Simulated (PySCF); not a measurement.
## Run report: C₃H₁₂FPSi₃, NMR shielding calculation

- system: C₃H₁₂FPSi₃
- method: GIAO wB97X-D/pcSseg-1 NMR shielding, non-relativistic, IEF-PCM acetonitrile (PySCF 2.14.0)

The geometry comes from this level: GFN2-xTB. Figures and captions count atoms from 1; the log counts them from 0 in places.

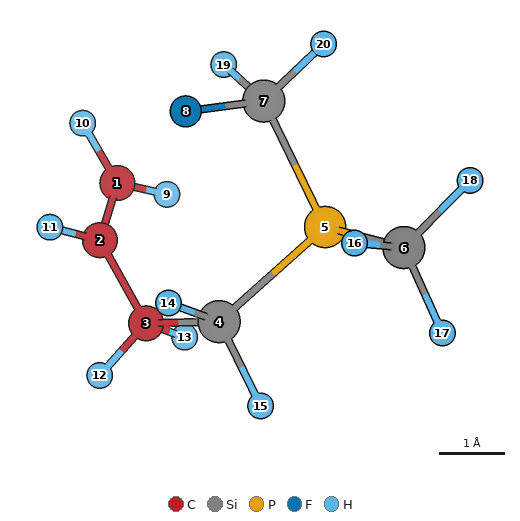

The structure as given in the input (ball-and-stick view, seen at a tilt; atoms are numbered from 1 in the order of the input). Bond lengths as drawn: C–C 1.32 to 1.49 Å, C–H 1.08 to 1.09 Å, C–Si 1.91 Å, F–Si 1.62 Å, H–Si 1.45 to 1.47 Å and P–Si 2.22 to 2.23 Å.

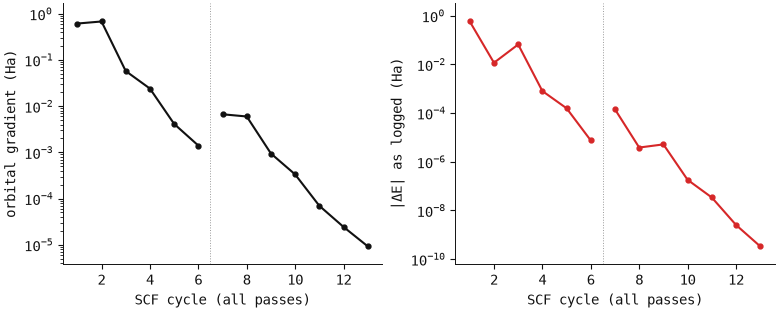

Convergence of the self-consistent field: orbital gradient and size of the energy change against the SCF cycle. The dotted line marks the change from a coarse to the final integration grid. The first 6 cycles use a coarse grid, the final grid takes over at cycle 7, and the field converges after 13 cycles in all.

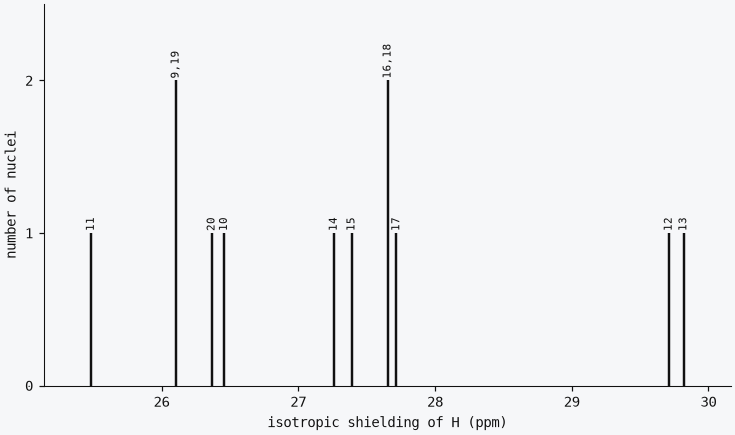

Isotropic shieldings of the hydrogen nuclei in this fixed geometry, labelled by atom number; shielding grows to the right, so chemical shift grows to the left. The least shielded is H11 (25.5 ppm), the most shielded H13 (29.8 ppm).

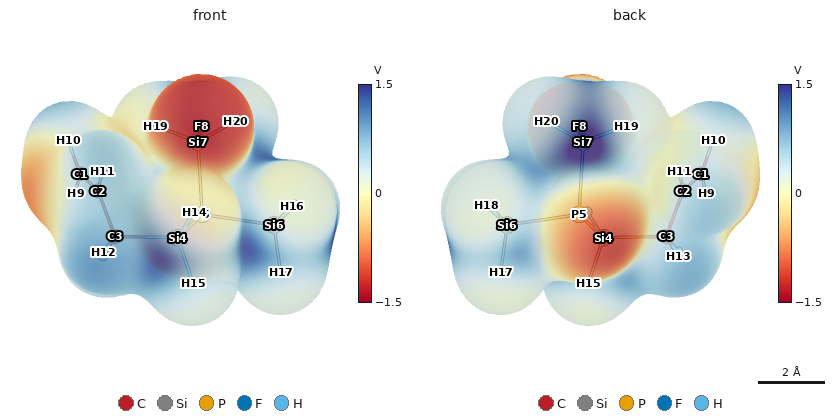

The molecular electrostatic potential painted on the density surface at 0.002 e/bohr³, seen at a tilt and from behind; the colour scale runs from red (negative) to blue (positive).

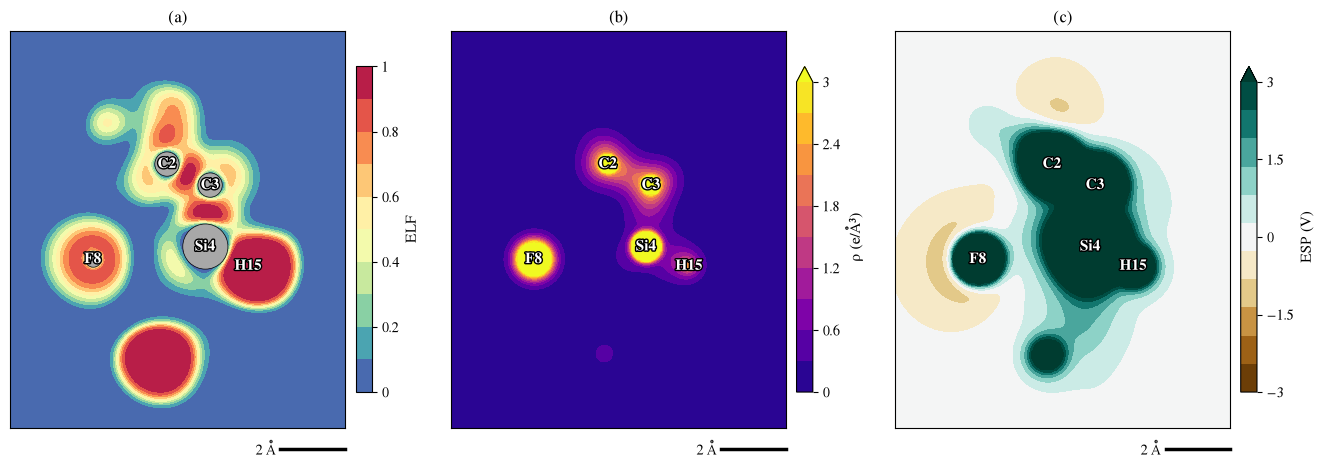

(a) electron localisation function; (b) electron density; (c) molecular electrostatic potential on the plane of atoms C2, C3 and Si4. Grey discs, where drawn, cover atomic cores. Atoms in the plane: C, Si, F and H. C–C (1.49 Å): ρ at the midpoint is about 1.7 e/Å³; the ELF peaks at about 0.95 between the atoms (localised, shared-pair bonding).

These pictures come from the run below.

The input
```
{"job": {"xc": "wB97X-D", "basis": "pcSseg-1", "solvent": "acetonitrile", "kind": "nmr", "pop": true}, "charge": 0, "multiplicity": 1}
C      2.705872     0.228028     1.210635
C      2.395250    -0.215858     0.005189
C      1.665549    -1.482904    -0.262291
Si    -0.122830    -1.152968    -0.850100
P     -1.259444    -0.240852     0.844276
Si    -3.292249    -0.144468    -0.059368
Si    -0.657697     1.896808     0.769300
F     -0.222849     2.340197    -0.722014
H      2.457216    -0.330614     2.098692
H      3.226902     1.158499     1.360580
H      2.654067     0.365078    -0.870916
H      2.178675    -2.048357    -1.040870
H      1.641584    -2.096539     0.639109
H     -0.112423    -0.326931    -2.062820
H     -0.787398    -2.424969    -1.157126
H     -3.328832     0.490076    -1.378995
H     -3.759465    -1.524508    -0.170474
H     -4.124539     0.617125     0.872211
H      0.523690     2.135182     1.577330
H     -1.786227     2.768655     1.062351
```

The first line tells a small driver script what to run in PySCF; the rest is the geometry in Å.

Run as:
```bash
OMP_NUM_THREADS=1 python <driver script> task.json out
```

Output
```
coarse grid: 18280 points
cycle   1  E = -1430.9846386084  dE =  5.772e-01  |g| = 6.125e-01  |ddm| = 3.970e+00
cycle   2  E = -1430.9962514259  dE = -1.161e-02  |g| = 6.785e-01  |ddm| = 9.505e-01
cycle   3  E = -1431.0618228531  dE = -6.557e-02  |g| = 5.748e-02  |ddm| = 4.261e-01
cycle   4  E = -1431.0626222149  dE = -7.994e-04  |g| = 2.399e-02  |ddm| = 8.547e-02
cycle   5  E = -1431.0627789188  dE = -1.567e-04  |g| = 4.128e-03  |ddm| = 3.630e-02
cycle   6  E = -1431.0627863646  dE = -7.446e-06  |g| = 1.402e-03  |ddm| = 1.027e-02
final grid: 157400 points
cycle   7  E = -1431.1256080465  dE = -1.414e-04  |g| = 6.667e-03  |ddm| = 3.970e-02
cycle   8  E = -1431.1256118673  dE = -3.821e-06  |g| = 5.973e-03  |ddm| = 1.163e-02
cycle   9  E = -1431.1256170097  dE = -5.142e-06  |g| = 9.431e-04  |ddm| = 3.943e-03
cycle  10  E = -1431.1256171896  dE = -1.799e-07  |g| = 3.329e-04  |ddm| = 1.352e-03
cycle  11  E = -1431.1256172234  dE = -3.382e-08  |g| = 6.967e-05  |ddm| = 6.884e-04
cycle  12  E = -1431.1256172259  dE = -2.518e-09  |g| = 2.434e-05  |ddm| = 2.052e-04
cycle  13  E = -1431.1256172263  dE = -3.329e-10  |g| = 9.262e-06  |ddm| = 7.533e-05
converged SCF energy = -1431.1256172263

GIAO shielding tensors (ppm)
atom      isotropic    diamagn.    paramagn.     s11        s22        s33       span
  0 C       62.246     256.224    -193.979    -53.907     81.584    159.060    212.967
  1 C       41.599     259.757    -218.158    -83.298     43.388    164.707    248.006
  2 C      162.709     254.809     -92.100    149.091    160.890    178.145     29.054
  3 Si     391.884     882.741    -490.856    332.299    398.386    444.969    112.670
  4 P      650.820     974.873    -324.053    590.104    648.297    714.058    123.954
  5 Si     430.336     880.289    -449.953    408.042    418.589    464.378     56.335
  6 Si     333.477     879.880    -546.403    258.946    340.202    401.284    142.338
  7 F      396.678     475.004     -78.326    358.577    397.632    433.825     75.247
  8 H       26.098      32.833      -6.735     21.752     25.930     30.612      8.859
  9 H       26.457      30.663      -4.206     22.861     26.257     30.254      7.393
 10 H       25.484      33.042      -7.558     22.893     25.799     27.762      4.869
 11 H       29.711      29.954      -0.244     25.321     27.242     36.569     11.249
 12 H       29.818      32.900      -3.082     27.010     27.941     34.503      7.492
 13 H       27.261      32.144      -4.884     23.754     26.015     32.014      8.260
 14 H       27.390      31.572      -4.182     22.766     26.267     33.138     10.372
 15 H       27.651      29.420      -1.770     23.354     26.249     33.350      9.995
 16 H       27.718      29.493      -1.774     23.653     25.512     33.989     10.336
 17 H       27.659      29.256      -1.598     23.686     25.218     34.071     10.385
 18 H       26.110      31.680      -5.570     22.804     24.716     30.809      8.005
 19 H       26.367      29.580      -3.213     22.564     24.573     31.964      9.401
```

Key numbers

```json
{"quantity": "outcome", "value": "converged"}
{"quantity": "total energy", "value": "−1431.125617 hartree"}
{"quantity": "HOMO", "value": "−8.96 eV"}
{"quantity": "LUMO", "value": "1.32 eV"}
{"quantity": "dipole moment", "value": "0.70 D"}
{"quantity": "isotropic shielding, C", "value": "41.6 to 162.7 ppm"}
{"quantity": "isotropic shielding, Si", "value": "333.5 to 430.3 ppm"}
{"quantity": "isotropic shielding, P", "value": "650.8 ppm"}
{"quantity": "isotropic shielding, F", "value": "396.7 ppm"}
{"quantity": "isotropic shielding, H", "value": "25.5 to 29.8 ppm"}
{"quantity": "hardware", "value": "1 CPU thread, shared host"}
{"quantity": "wall time", "value": "2 min"}
{"quantity": "peak memory", "value": "1.3 GiB"}
```
